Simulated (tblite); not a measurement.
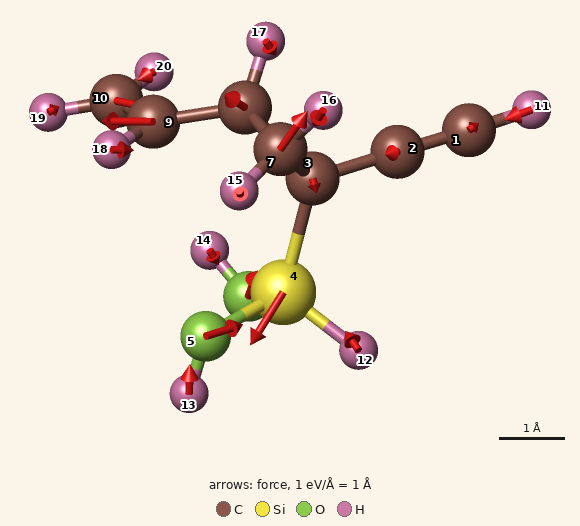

Starting geometry of C₇H₁₀O₂Si with the computed forces as red arrows. A ball-and-stick model, seen at a tilt.

Level of theory: tblite 0.8.0, GFN2-xTB geometry optimisation, gas phase. 

### Is this structure relaxed? If not, where do the atoms go?

It isn't relaxed: the largest force vector, on a C atom, is 1.09 eV/Å. The final displacements have little in common with the starting forces (cosine between the two patterns 0.18). Over 99 geometry steps the energy falls by 0.277 eV. The largest moves after the best rigid fit, 0.86 Å, are those of H atoms. By element the largest moves are H 0.86 Å, O 0.29 Å, C 0.27 Å, Si 0.10 Å. Near-neighbour distances that change, for instance: O–Si 1.673 → 1.630 Å, O–Si 1.653 → 1.629 Å, H–Si 1.477 → 1.454 Å, C–H 1.097 → 1.080 Å. Among the angles between lasting bonds that change: C–Si–O 112.6° → 104.7°, Si–O–H 114.2° → 122.0°, Si–O–H 113.7° → 120.0°. Groups turn about C–C by about 40°. The run took 0.79 s on 1 thread of AMD EPYC 9R45 96-Core Processor (shared host).
